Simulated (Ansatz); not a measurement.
## What a change does: geometry relaxation on Ru$_{4}$

System: Ru$_{4}$, charge −1, multiplicity 6.
Method of run A: UKS PBE0-D4/def2-SVPD (Ansatz 0.2.0).

The geometry: PBE0-D4/def2-SVPD start. Text and figures count atoms from 1; the logs count them from 0 in places.

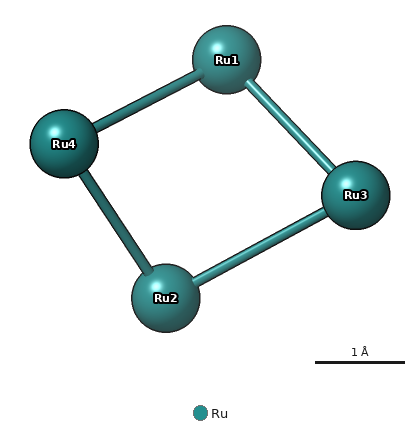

**Figure 1.** The structure as given in the input (ball-and-stick view, seen on its broad side; atoms are numbered from 1 in the order of the input). Sticks mark near contacts.

### The input, run A
```yaml
crystal:
  periodic: [false, false, false]
  atoms:
    - {symbol: Ru, position_ang: [0.039071, -0.149573, 1.444698]}
    - {symbol: Ru, position_ang: [-0.974696, 0.240986, -1.129042]}
    - {symbol: Ru, position_ang: [0.784393, 1.585246, 0.114902]}
    - {symbol: Ru, position_ang: [0.151232, -1.676659, -0.430558]}
basis:
  gaussian: {orbitals: def2-SVPD}
total_charge: -1
magnetization: {spin_polarized: true, initial_magnetization: 5}
hamiltonian: {xc: pbe0, dispersion: d4}
scf: {lower_state_search: "off"}
output: {orbitals: {seedname: orbitals}}
relax: {f_tol: 0.02, max_steps: 100}
```

Command:
```bash
ansatz run in.yaml --threads 4 --pin off --events-out ev --progress --plain --max-ram 3916MiB
```

Hardware: 4 threads of Arm Neoverse V2, 23 GiB of memory available, shared host.

### Output, shortened to warnings, some set-up lines, iterations and results (run A)
```
[...]
mean field evaluation 1: about -10314.6662 eV, gradient 3.7e1 eV
mean field evaluation 2: about -10036.3512 eV, gradient 2.3e2 eV
mean field evaluation 4: about -10316.1522 eV, gradient 3.9e1 eV
mean field evaluation 8: about -10321.9774 eV, gradient 4.3e0 eV
mean field evaluation 16: about -10322.5528 eV, gradient 2.7e-1 eV
[... 5 lines ...]
relax step   4: F+E_penalty+E_count = -10323.38142636 eV  Δ(F+E_penalty+E_count) = -7.664e-2 eV  max|allowed force component| = 2.424e-1 eV/Å  Δτ_max = 0.0817 Å  (102 SCF …
mean field evaluation 96: about -10323.1414 eV, gradient 1.6e-5 eV
relax step   5: F+E_penalty+E_count = -10323.38147288 eV  Δ(F+E_penalty+E_count) = -4.652e-5 eV  max|allowed force component| = 3.723e-1 eV/Å  Δτ_max = 0.0421 Å  (80 SCF …
relax step   6: F+E_penalty+E_count = -10323.38880286 eV  Δ(F+E_penalty+E_count) = -7.330e-3 eV  max|allowed force component| = 4.207e-2 eV/Å  Δτ_max = 0.0202 Å  (66 SCF …
relax step   7: F+E_penalty+E_count = -10323.38901722 eV  Δ(F+E_penalty+E_count) = -2.144e-4 eV  max|allowed force component| = 1.912e-2 eV/Å  Δτ_max = 0.0063 Å  (61 SCF …
Total energy: -10323.38904092 eV, -379.3775498092 hartree
Atom 0 at    -0.104213    -0.175259     1.416914 Å, force     0.008185     0.010150     0.003338 eV/Å
Atom 1 at    -1.000095     0.305225    -0.976569 Å, force    -0.006237     0.015715    -0.009676 eV/Å
Atom 2 at     0.802069     1.372376    -0.025036 Å, force    -0.011735    -0.019116     0.005349 eV/Å
Atom 3 at     0.302239    -1.502342    -0.415309 Å, force     0.009787    -0.006749     0.000989 eV/Å
Dipole moment:    -0.087131     0.011377     0.035216 e Å
Checks for a lower state left out: stability, starts, cluster_reference, orbital_swaps, neighbouring_geometries, increment
```

The input of run B differs as follows (lines with − go, lines with + come):
```diff
-magnetization: {spin_polarized: true, initial_magnetization: 5}
+magnetization: {spin_polarized: true, initial_magnetization: 3}
```

How does run B compare with run A?

With the same method and basis, run B lies 13.2 kcal/mol lower. The largest force goes from 0.023 to 0.002 eV/Å. The HOMO goes from 0.14 to −0.21 eV. The LUMO goes from 1.72 to 1.34 eV. On the same kind of shared host run B took about 1.9 times as long.

### Output, shortened to warnings, some set-up lines, iterations and results (run B)
```
[...]
mean field evaluation 1: about -10313.6965 eV, gradient 3.9e1 eV
mean field evaluation 2: about -9989.3760 eV, gradient 2.3e2 eV
mean field evaluation 4: about -10319.5161 eV, gradient 1.9e1 eV
mean field evaluation 8: about -10320.9833 eV, gradient 6.2e0 eV
mean field evaluation 16: about -10321.5462 eV, gradient 4.2e0 eV
[... 14 lines ...]
relax step  10: F+E_penalty+E_count = -10323.95905859 eV  Δ(F+E_penalty+E_count) = -6.411e-4 eV  max|allowed force component| = 1.117e-1 eV/Å  Δτ_max = 0.0168 Å  (78 SCF …
relax step  11: F+E_penalty+E_count = -10323.96013570 eV  Δ(F+E_penalty+E_count) = -1.077e-3 eV  max|allowed force component| = 1.455e-2 eV/Å  Δτ_max = 0.0095 Å  (70 SCF …
mean field evaluation 192: about -10323.7238 eV, gradient 3.1e-5 eV
relax step  12: F+E_penalty+E_count = -10323.96015773 eV  Δ(F+E_penalty+E_count) = -2.203e-5 eV  max|allowed force component| = 6.747e-3 eV/Å  Δτ_max = 0.0010 Å  (76 SCF …
relax step  13: F+E_penalty+E_count = -10323.96016100 eV  Δ(F+E_penalty+E_count) = -3.271e-6 eV  max|allowed force component| = 1.664e-3 eV/Å  Δτ_max = 0.0005 Å  (46 SCF …
Total energy: -10323.96018601 eV, -379.3985390043 hartree
Atom 0 at     0.565492    -0.241880     1.499145 Å, force    -0.000685     0.001118    -0.001664 eV/Å
Atom 1 at    -0.638391     0.264140    -1.516948 Å, force     0.000127    -0.000128     0.000723 eV/Å
Atom 2 at     0.320366     1.589762     0.253217 Å, force     0.000357    -0.000906     0.000807 eV/Å
Atom 3 at    -0.247467    -1.612021    -0.235414 Å, force     0.000200    -0.000084     0.000133 eV/Å
Dipole moment:     0.126518     0.178354     0.178094 e Å
Checks for a lower state left out: stability, starts, cluster_reference, orbital_swaps, neighbouring_geometries, increment
```

### The two runs side by side

```tsv
quantity	run A	run B
outcome	converged	converged
total energy (hartree)	−379.377550	−379.398539
HOMO (eV)	0.14	−0.21
LUMO (eV)	1.72	1.34
⟨S²⟩	9.349	7.157
largest force (eV/Å)	0.023	0.002
basis functions	136	136
wall time (shared host)	61 s	1.9 min
```

For run A: The highest filled orbital lies above zero: either the extra electron isn't bound at this level, or the self-interaction error of the functional lifts the level. For run B: ⟨S²⟩ is 7.16 against 3.75 for a pure state: the solution is spin-contaminated.
